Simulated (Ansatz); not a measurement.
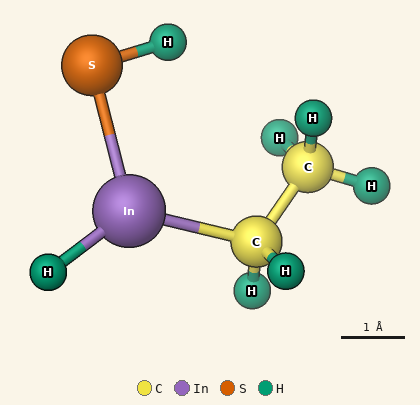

Fig. 1: The input geometry (ball-and-stick view, seen at a tilt). Sticks mark near contacts.

Single-point calculation, with input and output: C₂H₇InS

System: C₂H₇InS, SMILES C[CH2][InH][SH].
Method: RKS SVWN5/def2-SVP (Ansatz 0.2.0).

The geometry comes from this level: PBE0-D4/def2-TZVP.

### Input
```yaml
crystal:
  periodic: [false, false, false]
  atoms:
    - {symbol: C, position_ang: [-1.101162, 0.724639, 0.372824]}
    - {symbol: C, position_ang: [0.313028, 0.486356, 0.877910]}
    - {symbol: In, position_ang: [1.481109, -0.858491, -0.339393]}
    - {symbol: S, position_ang: [0.337071, -1.753024, -2.251806]}
    - {symbol: H, position_ang: [-1.678210, -0.202643, 0.325921]}
    - {symbol: H, position_ang: [-1.649215, 1.412227, 1.025160]}
    - {symbol: H, position_ang: [-1.107358, 1.159187, -0.630240]}
    - {symbol: H, position_ang: [0.874369, 1.423269, 0.940709]}
    - {symbol: H, position_ang: [0.307167, 0.070482, 1.889830]}
    - {symbol: H, position_ang: [3.098135, -1.417363, -0.195818]}
    - {symbol: H, position_ang: [-0.809533, -1.101740, -1.994497]}
basis:
  gaussian: {orbitals: def2-SVP}
hamiltonian: {xc: {name: SVWN5}}
outputs: {forces: true}
output: {forces: true}
```

Run as:
```bash
ansatz run in.yaml --threads 4 --pin off --events-out ev --progress --plain --max-ram 10444MiB
```

### Output
```
Error: YAML parse error: error: line 18 column 1: unknown field `outputs`, expected one of crystal, accuracy, basis, kpoints, hamiltonian, magnetization, projection, total_charge, correlation, batch, efield, external_charges, scf, relax, neb, saddle, md, ramp, phonons, dielectric, real_time, elastic, magnetic_configurations, gw, evaluate, workflow, output, checkpoint, execution
  --> <input>:18:1
   |
16 |   gaussian: {orbitals: def2-SVP}
17 | hamiltonian: {xc: {name: SVWN5}}
18 | outputs: {forces: true}
   | ^ unknown field `outputs`, expected one of crystal, accuracy, basis, kpoints, hamiltonian, magnetization, projection, total_charge, correlation, batch, efield, external_charges, scf, relax, neb, saddle, md, ramp, phonons, dielectric, real_time, elastic, magnetic_configurations, gw, evaluate, workflow, output, checkpoint, execution
19 | output: {forces: true}
   |
```

### What the run reported

```tsv
quantity	value
outcome	refused by the program
hardware	4 threads of AMD EPYC, 23 GiB of memory available, shared host
```

### Diagnosis

A setting was made wrong on purpose: key. The program refused the input: “YAML parse error: error: line 18 column 1: unknown field `outputs`, expected one of crystal, accuracy, basis, kpoints, hamiltonian, magnetization, projection, total_charge, correlation, batch, efield, external_charges, scf, relax, neb, saddle, md, ramp, phonons, dielectric, real_time, elastic, magnetic_configurations, …”
